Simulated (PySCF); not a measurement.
# One shape, several levels: CH7BSi (SMILES CB[SiH3])

Aim: a comparison of 6 runs (B3LYP/6-311+G**, M06-2X/6-311+G**, M06-L/6-311+G**, r2SCAN/6-311+G**, revPBE/6-311+G**, wB97X/6-311+G**) of CH7BSi. 

The results are computed with PySCF 2.14.0.

2 further runs of the same task are left out: 2 set aside as unsound or not needed.

### Step 1. The structure to begin with

CH7BSi has 10 atoms, charge 0, and is taken as a singlet. SMILES: `CB[SiH3]`. The coordinates come from a PBE0-D4/def2-TZVP relaxation.

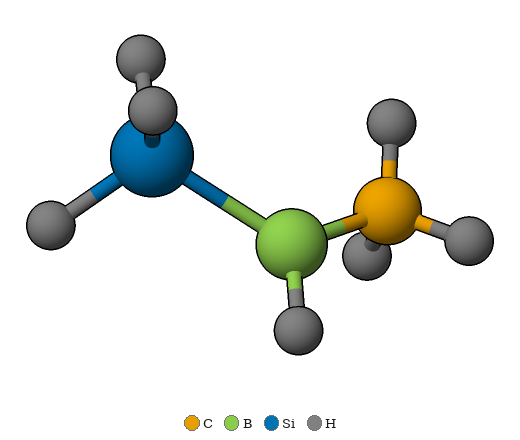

The structure, seen from a chosen angle (carbon amber, boron green, silicon blue, hydrogen grey).

### Step 2. A single-point energy at B3LYP/6-311+G(d,p) (run 1)

Contents of calc.py:

```python
# CB[SiH3]
from pyscf import gto, dft

mol = gto.M(
    atom='''
C     -1.087900     0.975000    -0.576900
B      0.112000     0.000300    -0.689900
Si     1.014100    -0.883100     0.884800
H     -1.958400     0.307500    -0.716200
H     -1.157900     1.712200    -1.380000
H     -1.228600     1.454100     0.393400
H      0.516800    -0.288200    -1.783700
H      1.154200    -2.354100     0.685500
H      0.324900    -0.654200     2.186700
H      2.393700    -0.320800     0.999300
''',
    charge=0,
    basis='6-311+g**',
    max_memory=1860,
    verbose=3,
)

calc0 = dft.RKS(mol)
calc0.xc = 'b3lyp'
calc0.grids.level = 5
calc0.conv_tol = 1e-10
calc0.kernel()
if not calc0.converged:
    calc0 = calc0.newton().run(calc0.mo_coeff, calc0.mo_occ)

energy = calc0.e_tot
print('E(%s) = %.9f' % ('B3LYP', energy))
```

Run with:

```console
$ OMP_NUM_THREADS=1 python calc.py
```

The program printed:

```text
converged SCF energy = -356.685211409485
E(B3LYP) = -356.685211409
```

It took 24 s on 1 thread of Intel Xeon at 2.70GHz, shared host; peak memory 0.62 GiB.

### Step 3. The energy at M06-2X/6-311+G(d,p) (run 2)

Contents of calc.py:

```python
from pyscf import gto, dft

molecule = gto.Mole()
molecule.atom = '''
C     -2.055833     1.842483    -1.090183
B      0.211649     0.000567    -1.303722
Si     1.916371    -1.668817     1.672030
H     -3.700840     0.581091    -1.353422
H     -2.188114     3.235589    -2.607822
H     -2.321718     2.747851     0.743418
H      0.976610    -0.544619    -3.370704
H      2.181122    -4.448604     1.295407
H      0.613972    -1.236259     4.132264
H      4.523437    -0.606224     1.888403
'''
molecule.max_memory = 1860
molecule.verbose = 3
molecule.unit = 'bohr'
molecule.basis = '6-311+g**'
molecule.charge = 0
molecule.build()

calc0 = dft.RKS(molecule)
calc0.xc = 'm06-2x'
calc0.grids.level = 5
calc0.conv_tol = 1e-10
calc0.kernel()
if not calc0.converged:
    calc0 = calc0.newton().run(calc0.mo_coeff, calc0.mo_occ)

e_final = calc0.e_tot
print('E(%s) = %.9f' % ('M06-2X', e_final))
```

Run with:

```console
$ OMP_NUM_THREADS=1 python calc.py
```

The program printed:

```text
converged SCF energy = -356.583493747093
E(M06-2X) = -356.583493747
```

Wall time 47 s (1 thread of Intel Xeon at 2.70GHz, shared host); peak memory 0.69 GiB.

Runs 3 to 4 aren't shown in full; the table further down has their settings and results.

### Step 4. The energy at revPBE/6-311+G(d,p) (run 5)

Contents of calc.py:

```python
# CB[SiH3]
from pyscf import gto, dft

mol = gto.M(
    atom='''
C       -1.087900       0.975000      -0.576900
B        0.112000       0.000300      -0.689900
Si       1.014100      -0.883100       0.884800
H       -1.958400       0.307500      -0.716200
H       -1.157900       1.712200      -1.380000
H       -1.228600       1.454100       0.393400
H        0.516800      -0.288200      -1.783700
H        1.154200      -2.354100       0.685500
H        0.324900      -0.654200       2.186700
H        2.393700      -0.320800       0.999300
''',
    max_memory=1860,
    spin=0,
    verbose=4,
    basis='6-311+g**',
)

ks = dft.RKS(mol, xc='revpbe')
ks.grids.level = 5
ks.conv_tol = 1e-10
ks.kernel()
if not ks.converged:
    ks = ks.newton().run(ks.mo_coeff, ks.mo_occ)

e_tot = ks.e_tot
print('E = %.10f Eh' % e_tot)
```

Run with:

```console
$ OMP_NUM_THREADS=1 python calc.py
```

The program printed:

```text
PySCF version 2.14.0

[... 80 lines left out ...]
converged SCF energy = -356.567384189771
E = -356.5673841898 Eh
```

Run time: 26 s. Hardware: 1 thread of Intel Xeon at 2.70GHz, shared host; peak memory 0.62 GiB.

### Step 5. A single-point energy at wB97X/6-311+G(d,p) (run 6)

Contents of job.py:

```python
# CB[SiH3]
from pyscf import gto, dft

system = gto.M(
    atom='''
C     -1.087900     0.975000    -0.576900
B      0.112000     0.000300    -0.689900
Si     1.014100    -0.883100     0.884800
H     -1.958400     0.307500    -0.716200
H     -1.157900     1.712200    -1.380000
H     -1.228600     1.454100     0.393400
H      0.516800    -0.288200    -1.783700
H      1.154200    -2.354100     0.685500
H      0.324900    -0.654200     2.186700
H      2.393700    -0.320800     0.999300
''',
    charge=0,
    verbose=3,
    max_memory=1860,
    basis='6-311+g**',
    spin=0,
)

myscf = dft.RKS(system)
myscf.xc = 'wb97x'
myscf.grids.level = 5
myscf.conv_tol = 1e-10
myscf.kernel()
if not myscf.converged:
    myscf = myscf.newton().run(myscf.mo_coeff, myscf.mo_occ)

energy = myscf.e_tot
print('Final energy', energy)
```

Run with:

```console
$ OMP_NUM_THREADS=1 python job.py
```

The program printed:

```text
converged SCF energy = -356.628743551626
Final energy -356.628743551626
```

It took 39 s on 1 thread of Intel Xeon at 2.70GHz, shared host; peak memory 0.62 GiB.

### Step 6. Overview of the runs

| run | level | energy (Eh) | dipole moment (D) | HOMO energy (eV) | LUMO energy (eV) | wall time |
| --- | --- | --- | --- | --- | --- | --- |
| 1 | B3LYP/6-311+G** | -356.685211 | 1.18 | -7.75 | -2.00 | 24 s |
| 2 | M06-2X/6-311+G** | -356.583494 | 1.11 | -9.04 | -0.88 | 47 s |
| 3 | M06-L/6-311+G** | -356.647829 | 1.09 | -6.91 | -2.18 | 42 s |
| 4 | r2SCAN/6-311+G** | -356.571505 | 1.21 | -6.97 | -2.44 | 43 s |
| 5 | revPBE/6-311+G** | -356.567384 | 1.23 | -6.70 | -2.69 | 26 s |
| 6 | wB97X/6-311+G** | -356.628744 | 1.18 | -10.31 | 0.42 | 39 s |

### Step 7. What came out

| quantity | value |
| --- | --- |
| run 6: total energy | -356.62874 Eh |
| run 6: dipole moment | 1.18 D |
| run 6: HOMO energy | -10.31 eV |
| run 6: LUMO energy | 0.42 eV |
| run 6: HOMO–LUMO gap | 10.73 eV |

What this shows: The dipole moment (its size) runs from 1.09 D (M06-L/6-311+G**) to 1.23 D (revPBE/6-311+G**). The HOMO–LUMO gap runs from 4.01 eV (revPBE/6-311+G**) to 10.73 eV (wB97X/6-311+G**). Totals of different functionals can't be ranked against each other. All runs together took 3.7 min, the longest 47 s.
